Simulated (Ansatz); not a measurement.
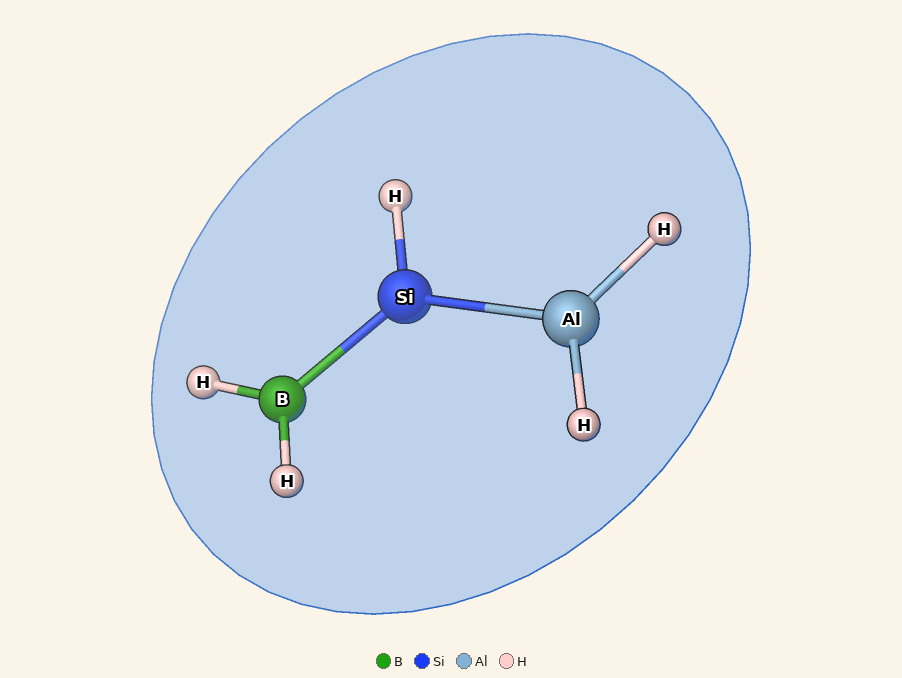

All proper rotation axes (lines) and mirror planes (discs) of the structure are drawn in. Distant atoms are faded towards the background colour. Charge 0, doublet. The geometry was computed by an optimisation with PBE0-D4/def2-TZVP. No frequency run is at hand to confirm it as a minimum.

> Name the symmetry elements and the point group.

It has 1 mirror plane. Point group Cs. The group has 2 operations. The geometry is achiral, and symmetry allows a dipole moment.
